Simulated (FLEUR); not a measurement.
## Fe3Ge: parallel and opposed starts

Does Fe3Ge prefer parallel or opposed moments?

Main program and level: FLEUR MaX-R8.1; PBEsol; all-electron FLAPW, Dirac cores, scalar-relativistic bands.

## 1. Set-up

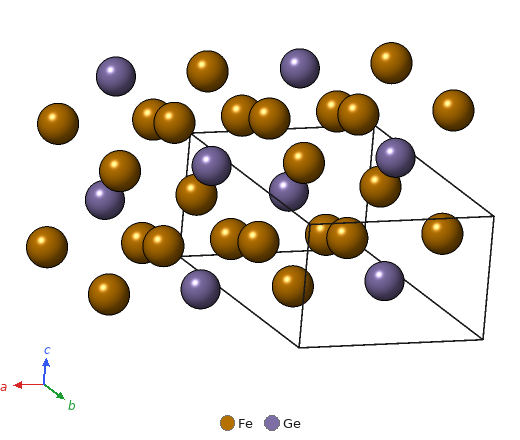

The starting structure, seen from a free direction (iron orange, germanium purple). 2×1×2 cells are drawn.

Coordinates:

```
Fe Ge
1.0
     5.16900    0.00000    0.00000
    -2.58450    4.47649    0.00000
     0.00000    0.00000    4.22200
Fe Ge
6 2
Direct
  0.83900 0.67800 0.25000
  0.16100 0.83900 0.75000
  0.32200 0.16100 0.25000
  0.16100 0.32200 0.75000
  0.83900 0.16100 0.25000
  0.67800 0.83900 0.75000
  0.33333 0.66667 0.25000
  0.66667 0.33333 0.75000
```

## 2. Start 1: ferro ++++++

The parallel start is the test of whether parallel moments hold.

inpgen writes inp.xml from crystal.txt; cutoffs, mixing, functional, smearing and local orbitals are then set in the file. The k list default-1 (kpts.xml, not shown) is a Γ-centred 6×6×6 mesh; where the ranks do not divide the number of points, some are split in two of half the weight.

Input file inp.xml:

```
<?xml version="1.0" encoding="UTF-8" standalone="no"?>
<fleurInput fleurInputVersion="0.39">
   <comment>
      Fe3Ge
   </comment>
   <calculationSetup>
      <cutoffs Kmax="3.6" Gmax="10.8" GmaxXC="10.8" numbands="0"/>
      <scfLoop itmax="90" minDistance="0.00002" maxIterBroyd="15" imix="Anderson" alpha="0.05" precondParam="0.0" spinf="2.0" sdNocoIR="T"/>
      <coreElectrons ctail="T" frcor="F" kcrel="0" coretail_lmax="0"/>
      <xcFunctional name="PBEs" relativisticCorrections="F"/>
      <magnetism jspins="2"/>
      <soc l_soc="F" theta="0.0" phi="0.0" spav="F"/>
      <expertModes spex="0" secvar="F"/>
      <geometryOptimization l_f="F" forcealpha="1.0" forcemix="BFGS" epsdisp="0.00001" epsforce="0.00001"/>
      <ldaU l_linMix="F" mixParam="0.05" spinf="1.0"/>
   </calculationSetup>
   <cell>
      <bzIntegration valenceElectrons="124.0" mode="hist" fermiSmearingEnergy="0.00183747">
         <kPointListSelection listName="default-1"/>
         <xi:include xmlns:xi="http://www.w3.org/2001/XInclude" href="kpts.xml"> </xi:include>
      </bzIntegration>
      <xi:include xmlns:xi="http://www.w3.org/2001/XInclude" href="sym.xml"> </xi:include>
      <bulkLattice scale="1.0">
         <bravaisMatrix>
            <row-1>    9.7679943380951926    -0.0000000000188973     0.0000000000000000</row-1>
            <row-2>   -4.8839971690475963     8.4593312408147323     0.0000000000000000</row-2>
            <row-3>    0.0000000000000000     0.0000000000000000     7.9784236980612002</row-3>
         </bravaisMatrix>
      </bulkLattice>
   </cell>
   <atomSpecies>
      <species name="Iron (Fe) 2.800" element="Fe" atomicNumber="26">
         <mtSphere radius="2.3" gridPoints="761" logIncrement="0.016"/>
         <atomicCutoffs lmax="8" lnonsphr="6"/>
         <electronConfig flipSpins="F">
            <coreConfig>(1s1/2) (2s1/2) (2p1/2) (2p3/2)</coreConfig>
            <valenceConfig>(3s1/2) (3p1/2) (3p3/2) (4s1/2) (3d3/2) (3d5/2)</valenceConfig>
            <stateOccupation state="(3d3/2)" spinUp="1.4" spinDown="1.0"/>
            <stateOccupation state="(3d5/2)" spinUp="3.0" spinDown="0.6"/>
         </electronConfig>
         <energyParameters s="4" p="4" d="3" f="4"/>
         <lo type="SCLO" l="0" n="3" eDeriv="0"/>
         <lo type="SCLO" l="1" n="3" eDeriv="0"/>
      </species>
      <species name="Germanium (Ge)" element="Ge" atomicNumber="32">
         <mtSphere radius="2.46" gridPoints="813" logIncrement="0.015"/>
         <atomicCutoffs lmax="10" lnonsphr="8"/>
         <electronConfig flipSpins="F">
            <coreConfig>(1s1/2) (2s1/2) (2p1/2) (2p3/2) (3s1/2) (3p1/2) (3p3/2)</coreConfig>
            <valenceConfig>(4s1/2) (3d3/2) (3d5/2) (4p1/2) (4p3/2)</valenceConfig>
            <stateOccupation state="(4p1/2)" spinUp="0.333333" spinDown="0.333333"/>
            <stateOccupation state="(4p3/2)" spinUp="0.666667" spinDown="0.666667"/>
         </electronConfig>
         <energyParameters s="4" p="4" d="3" f="4"/>
      </species>
   </atomSpecies>
   <atomGroups>
      <atomGroup species="Iron (Fe) 2.800">
         <relPos label="                   1">-.1610000000 -.3220000000 1.000/4.000</relPos>
         <relPos label="                   2">.1610000000 -.1610000000 -1.000/4.000</relPos>
         <relPos label="                   3">.3220000000 .1610000000 1.000/4.000</relPos>
         <relPos label="                   4">.1610000000 .3220000000 -1.000/4.000</relPos>
         <relPos label="                   5">-.1610000000 .1610000000 1.000/4.000</relPos>
         <relPos label="                   6">-.3220000000 -.1610000000 -1.000/4.000</relPos>
         <force calculate="T" relaxXYZ="TTT"/>
      </atomGroup>
      <atomGroup species="Germanium (Ge)">
         <relPos label="                   7">1.000/3.000 -1.000/3.000 1.000/4.000</relPos>
         <relPos label="                   8">-1.000/3.000 1.000/3.000 -1.000/4.000</relPos>
         <force calculate="T" relaxXYZ="TTT"/>
      </atomGroup>
   </atomGroups>
   <output dos="F" band="F" slice="F">
      <bandDOS minEnergy="-.5*Htr" maxEnergy="0.5*Htr" sigma="0.015" storeEVData="T"/>
      <plotting iplot="0" polar="F">
         <plot TwoD="T" vec1="  1.0  0.0  0.0" vec2="  0.0  1.0  0.0" vec3="  0.0  0.0  1.0" zero="  0.0  0.0  0.0" file="plot"/>
      </plotting>
      <moessbauerParams electricFieldGradient="F" isomerShift="F" coreHyperfine="F" valenceHyperfine="F"/>
   </output>
</fleurInput>
```

Input file crystal.txt:

```
Fe3Ge
&input film=F cartesian=F /
5.16900000002  -0.00000000001  0.00000000000
-2.58450000001  4.47648531218  0.00000000000
0.00000000000  0.00000000000  4.22200000000
1.8897261246
1.0 1.0 1.0

8
26 0.83900000000  0.67800000000  0.25000000000 : 2.800
26 0.16100000000  0.83900000000  0.75000000000 : 2.800
26 0.32200000000  0.16100000000  0.25000000000 : 2.800
26 0.16100000000  0.32200000000  0.75000000000 : 2.800
26 0.83900000000  0.16100000000  0.25000000000 : 2.800
26 0.67800000000  0.83900000000  0.75000000000 : 2.800
32 0.33333333333  0.66666666667  0.25000000000
32 0.66666666667  0.33333333333  0.75000000000

&kpt div1=6 div2=6 div3=6 gamma=T /
```

The run is started by

```sh
$ OMP_NUM_THREADS=1 inpgen -f crystal.txt > inpgen.log  # inp.xml is then edited as shown
$ OMP_NUM_THREADS=1 mpirun -n 4 fleur_MPI > fleur.log
```

Log:

```text
Welcome to FLEUR        (www.flapw.de)
      MaX-Release 8.1          (www.max-centre.eu)

 ========== k-point set info ==========
 Selected k-point list: default-1
 k-point list type: mesh
 6 x 6 x 6
 Number of k points: 28

 ------------Calculation Setup---------------------------
 Number of MPI-tasks      :            4
 Number of PE/node        :            4
 Number of OMP-threads    :            1
 k-points in parallel     :            4
 pe's per k-point         :            1
 No of k-point loops      :            7
 Eigenvalue solver        :       lapack
 Number of basis functions:          577
 Approximate size of matrices (H+S) per k-point:         0.005 GB
 --------------------------------------------------------
 Iteration:     1   Distance:      11.51763311 me/bohr^3
 Iteration:     2   Distance:      11.05389261 me/bohr^3
 Iteration:     3   Distance:       8.26530136 me/bohr^3
 Iteration:     4   Distance:       4.50783610 me/bohr^3
 Iteration:     5   Distance:       3.96203781 me/bohr^3
 Iteration:     6   Distance:       1.14237883 me/bohr^3
 Iteration:     7   Distance:       0.88718656 me/bohr^3
 Iteration:     8   Distance:       0.60831283 me/bohr^3
 Iteration:     9   Distance:       0.37074782 me/bohr^3
 Iteration:    10   Distance:       0.11919981 me/bohr^3
 Iteration:    11   Distance:       0.06230526 me/bohr^3
 Iteration:    12   Distance:       0.06030173 me/bohr^3
 Iteration:    13   Distance:       0.01421194 me/bohr^3
 Iteration:    14   Distance:       0.00962516 me/bohr^3
 Iteration:    15   Distance:       0.00317163 me/bohr^3
 Iteration:    16   Distance:       0.00292647 me/bohr^3
 Iteration:    17   Distance:       0.00145608 me/bohr^3
 Iteration:    18   Distance:       0.00069053 me/bohr^3
 Iteration:    19   Distance:       0.00041103 me/bohr^3
 Iteration:    20   Distance:       0.00010404 me/bohr^3
 Iteration:    21   Distance:       0.00011704 me/bohr^3
 Iteration:    22   Distance:       0.00004348 me/bohr^3
 Iteration:    23   Distance:       0.00001225 me/bohr^3

 ********************************************************************
 Run finished successfully
 Stop message:
   all done
 ********************************************************************

--- out.xml (last complete iteration) ---
<iteration numberForCurrentRun="   23" overallNumber="   23">
         <energyParameters units="Htr">
            <atomicEP atomType="1" spin="1" branch="4s" branchLowest="-2.84" branchHighest="1.88" value="0.2097132821"/>
            <atomicEP atomType="1" spin="1" branch="4p" branchLowest="-1.59" branchHighest="2.45" value="0.3415697772"/>
            <atomicEP atomType="1" spin="1" branch="3d" branchLowest="-9.99" branchHighest="0.43" value="0.2904484761"/>
            <atomicEP atomType="1" spin="1" branch="4f" branchLowest="-9.99" branchHighest="3.52" value="0.6540412562"/>
            <loAtomicEP atomType="1" spin="1" branch="3s" branchLowest="-29.47" branchHighest="-2.84" value="-2.8488138190"/>
            <loAtomicEP atomType="1" spin="1" branch="3p" branchLowest="-25.02" branchHighest="-1.59" value="-1.6070299490"/>
            <atomicEP atomType="2" spin="1" branch="4s" branchLowest="-5.64" branchHighest="0.69" value="0.0283289914"/>
            <atomicEP atomType="2" spin="1" branch="4p" branchLowest="-3.70" branchHighest="1.28" value="0.2594705024"/>
            <atomicEP atomType="2" spin="1" branch="3d" branchLowest="-9.99" branchHighest="-0.52" value="-0.5289556480"/>
            <atomicEP atomType="2" spin="1" branch="4f" branchLowest="-9.99" branchHighest="3.08" value="0.6318197825"/>
            <atomicEP atomType="1" spin="2" branch="4s" branchLowest="-2.75" branchHighest="1.94" value="0.2158972386"/>
            <atomicEP atomType="1" spin="2" branch="4p" branchLowest="-1.49" branchHighest="2.52" value="0.3432868306"/>
            <atomicEP atomType="1" spin="2" branch="3d" branchLowest="-9.99" branchHighest="0.52" value="0.3549038595"/>
            <atomicEP atomType="1" spin="2" branch="4f" branchLowest="-9.99" branchHighest="3.58" value="0.6523629191"/>
            <loAtomicEP atomType="1" spin="2" branch="3s" branchLowest="-29.42" branchHighest="-2.75" value="-2.7557553655"/>
            <loAtomicEP atomType="1" spin="2" branch="3p" branchLowest="-24.98" branchHighest="-1.49" value="-1.5162354064"/>
            <atomicEP atomType="2" spin="2" branch="4s" branchLowest="-5.64" branchHighest="0.68" value="0.0180818088"/>
            <atomicEP atomType="2" spin="2" branch="4p" branchLowest="-3.70" branchHighest="1.28" value="0.2480094664"/>
            <atomicEP atomType="2" spin="2" branch="3d" branchLowest="-9.99" branchHighest="-0.52" value="-0.5298785080"/>
            <atomicEP atomType="2" spin="2" branch="4f" branchLowest="-9.99" branchHighest="3.07" value="0.6198882880"/>
         </energyParameters>
         <bandgap value="0.0179754159" units="eV"/>
         <sumValenceSingleParticleEnergies value="-85.6356516342" units="Htr"/>
         <FermiEnergy value="0.3839125619" units="Htr"/>
         <valenceDensity>
            <mtCharges spin="1">
               <mtCharge atomType="1" total="8.5857378" s="1.1795691" p="3.1822963" d="4.2075932" f="0.0128589"/>
               <mtCharge atomType="2" total="6.3783980" s="0.5986463" p="0.7098235" d="5.0366399" f="0.0247945"/>
            </mtCharges>
            <mtCharges spin="2">
               <mtCharge atomType="1" total="6.3533017" s="1.1778691" p="3.1854290" d="1.9762332" f="0.0114831"/>
               <mtCharge atomType="2" total="6.5137937" s="0.6023255" p="0.8618850" d="5.0254028" f="0.0187925"/>
            </mtCharges>
            <spinDependentCharge spin="1" total="68.5114109" interstitial="4.2401882" mtSpheres="64.2712227"/>
            <spinDependentCharge spin="2" total="55.4885891" interstitial="4.3411916" mtSpheres="51.1473974"/>
            <totalCharge value="124.0000000000"/>
         </valenceDensity>
         <coreStates atomType="     1" atomicNumber=" 26" spin="1" kinEnergy="    573.9176427196" eigValSum="   -360.7768599949" lostElectrons=" 0.000000">
            <state n="1" l="0" j="0.5" energy="-256.2485725269" weight="1.0000000000"/>
            <state n="2" l="0" j="0.5" energy="-29.4651908335" weight="1.0000000000"/>
            <state n="2" l="1" j="0.5" energy="-25.3260528828" weight="1.0000000000"/>
            <state n="2" l="1" j="1.5" energy="-24.8685218758" weight="2.0000000000"/>
         </coreStates>
         <coreStates atomType="     1" atomicNumber=" 26" spin="2" kinEnergy="    574.3543107025" eigValSum="   -360.6359969982" lostElectrons=" 0.000000">
            <state n="1" l="0" j="0.5" energy="-256.2486364653" weight="1.0000000000"/>
            <state n="2" l="0" j="0.5" energy="-29.4222208984" weight="1.0000000000"/>
            <state n="2" l="1" j="0.5" energy="-25.2940220558" weight="1.0000000000"/>
            <state n="2" l="1" j="1.5" energy="-24.8355587893" weight="2.0000000000"/>
         </coreStates>
         <coreStates atomType="     2" atomicNumber=" 32" spin="1" kinEnergy="    992.2144006052" eigValSum="   -598.8082247314" lostElectrons=" 0.000123">
            <state n="1" l="0" j="0.5" energy="-401.8190839134" weight="1.0000000000"/>
            <state n="2" l="0" j="0.5" energy="-49.8112623153" weight="1.0000000000"/>
            <state n="2" l="1" j="0.5" energy="-44.2586909936" weight="1.0000000000"/>
            <state n="2" l="1" j="1.5" energy="-43.0889189148" weight="2.0000000000"/>
            <state n="3" l="0" j="0.5" energy="-5.6362698153" weight="1.0000000000"/>
            <state n="3" l="1" j="0.5" energy="-3.8065478596" weight="1.0000000000"/>
            <state n="3" l="1" j="1.5" energy="-3.6492660022" weight="2.0000000000"/>
         </coreStates>
         <coreStates atomType="     2" atomicNumber=" 32" spin="2" kinEnergy="    992.2106034440" eigValSum="   -598.8106797819" lostElectrons=" 0.000124">
            <state n="1" l="0" j="0.5" energy="-401.8194570542" weight="1.0000000000"/>
            <state n="2" l="0" j="0.5" energy="-49.8113070587" weight="1.0000000000"/>
            <state n="2" l="1" j="0.5" energy="-44.2589267856" weight="1.0000000000"/>
            <state n="2" l="1" j="1.5" energy="-43.0891418268" weight="2.0000000000"/>
            <state n="3" l="0" j="0.5" energy="-5.6365434945" weight="1.0000000000"/>
            <state n="3" l="1" j="0.5" energy="-3.8068999874" weight="1.0000000000"/>
            <state n="3" l="1" j="1.5" energy="-3.6496308740" weight="2.0000000000"/>
         </coreStates>
         <allElectronCharges>
            <spinDependentCharge spin="1" total="116.5114109" interstitial="4.2404178" mtSpheres="112.2709931"/>
            <spinDependentCharge spin="2" total="103.4885891" interstitial="4.3414237" mtSpheres="99.1471653"/>
            <totalCharge value="219.9999999813"/>
         </allElectronCharges>
         <magneticMomentsInMTSpheres units="muBohr">
            <globalMagMoment atomType="1" vec="0.00000   0.00000   2.23244"/>
            <localMagMoment atomType="1" vec="0.00000   0.00000   2.23244"/>
            <globalMagMoment atomType="2" vec="0.00000   0.00000  -0.13539"/>
            <localMagMoment atomType="2" vec="0.00000   0.00000  -0.13539"/>
         </magneticMomentsInMTSpheres>
         <moessbauerParams unitsHFF="kG" unitsIS="e/bohr^3" unitsEFG="Htr/bohr^2">
         </moessbauerParams>
         <totalEnergy value="   -11824.9736666528" units="Htr">
            <sumOfEigenvalues value="    -6809.3506026191">
               <coreElectrons value="-6723.7149509849"/>
               <valenceElectrons value="-85.6356516342"/>
            </sumOfEigenvalues>
            <densityCoulombPotentialIntegral value="-18189.9856221470"/>
            <densityEffectivePotentialIntegral value="-18825.7137051694"/>
            <chargeDenXCDenIntegral value="-485.1448580401"/>
            <FockExchangeEnergyValence value="0.0000000000"/>
            <FockExchangeEnergyCore value="0.0000000000"/>
            <atomTypeDependentContributions atomType="1">
               <electronNucleiInteractionDifferentMTs value="9118.1347484905"/>
               <MadelungTerm value="-62.4877743847"/>
            </atomTypeDependentContributions>
            <atomTypeDependentContributions atomType="2">
               <electronNucleiInteractionDifferentMTs value="5055.6772609813"/>
               <MadelungTerm value="-24.8993162331"/>
            </atomTypeDependentContributions>
            <tkbTimesEntropy value="0.0014012634"/>
            <freeEnergy value="-11824.9750679162"/>
            <extrapolationTo0K value="-11824.9743672845"/>
         </totalEnergy>
         <densityConvergence units="me/bohr^3">
            <chargeDensity spin="1" distance="0.0000073317"/>
            <chargeDensity spin="2" distance="0.0000078067"/>
            <overallChargeDensity distance="0.0000122546"/>
            <spinDensity distance="0.0000089007"/>
         </densityConvergence>
      </iteration>
```

Run time: 74 s. Hardware: 4 MPI ranks of Arm Neoverse V1, shared host; peak memory 0.3 GiB; 4.9 min of CPU time.

Spin moment in the muffin-tin sphere by atom:

```tsv
atom	spin moment in the muffin-tin sphere (μB)
Fe1	2.23
Fe2	2.23
Fe3	2.23
Fe4	2.23
Fe5	2.23
Fe6	2.23
Ge7	-0.14
Ge8	-0.14
```

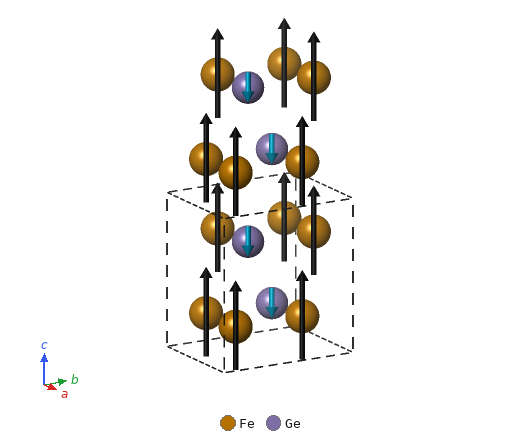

Spin moment in the muffin-tin sphere as arrows, the longest 2.23 μB. Up and down stand for the sign. Arrows give size and sign along the axis of quantisation, drawn up and down the page. Each arrow also spans its atom, so small moments look longer than they are. The two directions have two colours. 1×1×2 cells are drawn.

This step gave:

* free energy: -321773.9639 eV
* program's band gap on this mesh (in a metal only a level spacing): 0.01798 eV
* magnetization: 13.02 μB
* final state: ferromagnetic, with opposed induced moments

After 23 cycles the largest moment stands at 2.23 μB.

[end of part 1 of 2]

[Logs and program files are shortened in this print: banners, set-up blocks, solver, clock and traceback lines can be left out without a mark of their own.]

[Logs are printed without paths, hosts, clocks, repeated set-up lines and the standing remarks that a program may print on its own settings, such as how far it seeks lower states.]

[Hosts, paths, dates, database ids (printed as entryN), source tags and the programs' standing remarks are cut or masked in the printed files.]

[Where a cell is said to come from a database of computed structures, the database is the Materials Project.]
